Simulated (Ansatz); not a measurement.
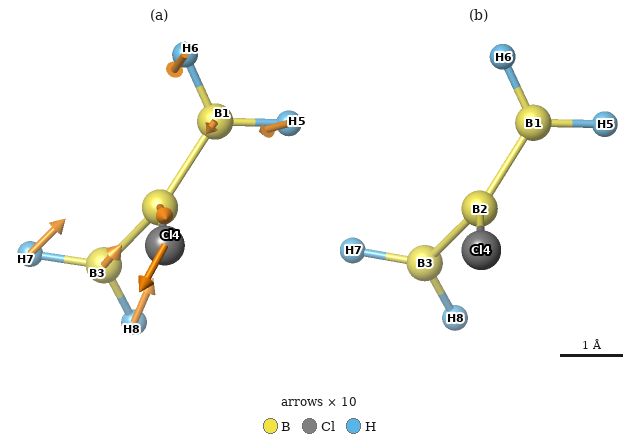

The structure of B$_{3}$H$_{4}$Cl before (left) and after (right) a relaxation, at one scale. The orange arrows give the displacements, 10 times their true length.

Style: ball-and-stick. Shown from a free direction.

It is one of the separated reactants of a reaction.

Computed with RKS PBE0-D4/def2-TZVP in Ansatz. Settings: force threshold 0.005 eV/Å; at most 200 steps.

> Summarise the run.

Cl4 moves most after the best rigid fit: 0.092 Å. By element the largest moves are Cl 0.092 Å, H 0.086 Å, B 0.079 Å. Some distances before and after: B2–Cl4 1.803 → 1.778 Å, B1–H5 1.219 → 1.198 Å, B1–B2 1.662 → 1.654 Å. Among the angles between lasting bonds that change: B1–B2–Cl4 108.3° → 114.0°, B1–B2–B3 137.6° → 132.0°. The energy falls by 3.03 kJ/mol in 10 geometry steps. The largest force component goes from 0.46 to 0.00033 eV/Å. Cost: 36 s on 2 threads of Arm Neoverse V1, on a shared host.
